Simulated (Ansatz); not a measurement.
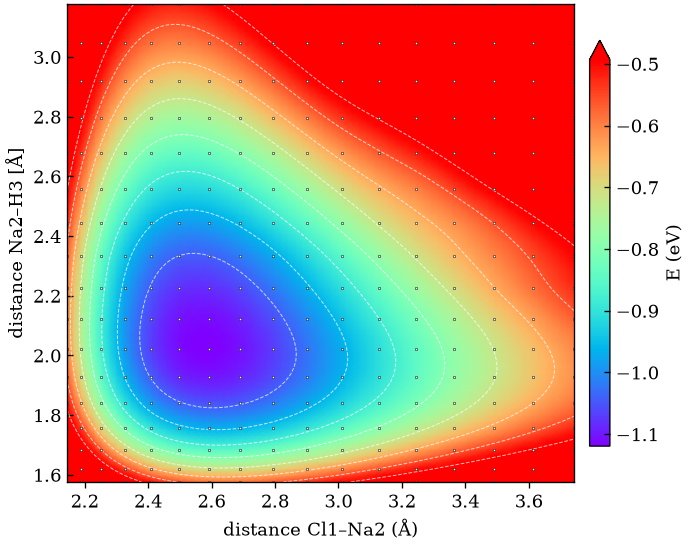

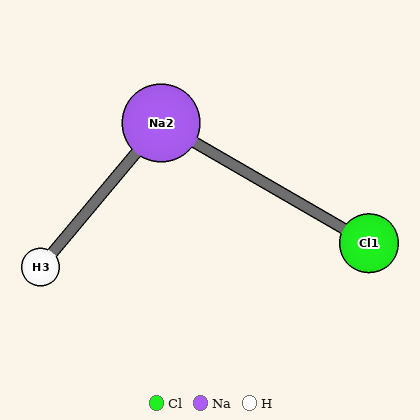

Energy landscape of the system Cl⁻ + NaH. First axis: distance Cl1–Na2. Second axis: distance Na2–H3. Nothing is relaxed (the angle Cl1–Na2–H3 is fixed at 100 degrees). Grid: 17 × 17 points. Points are written as (first, second). Energies are in eV, from Cl with charge -1 far from the relaxed NaH (each part in its own basis). The reference is spin-restricted, so regions where a bond is pulled apart into radicals lie too high. Theory: RKS PBE0-D4/aug-cc-pVTZ in Ansatz 0.2.0.

The picture shows a smooth colour map with a few white contour lines, dots at the grid points, one colour for all values above the top of the scale. Between grid points the surface is interpolated. The second picture is the structure at the lowest point.

### What does the map say about the system?

The lowest grid point is at (2.591 Å, 2.023 Å), −1.12 eV from Cl with charge -1 far from the relaxed NaH (each part in its own basis). It is the only kind of minimum in the scanned range. The highest grid point, (3.744 Å, 3.176 Å), lies 1.35 eV above the lowest. Round the minimum the two coordinates are weakly coupled (coupling 0.12 in units of the two stiffnesses).

Time for the 289 points that were run: 27 min on 1 thread of Arm Neoverse N1, on a shared host.
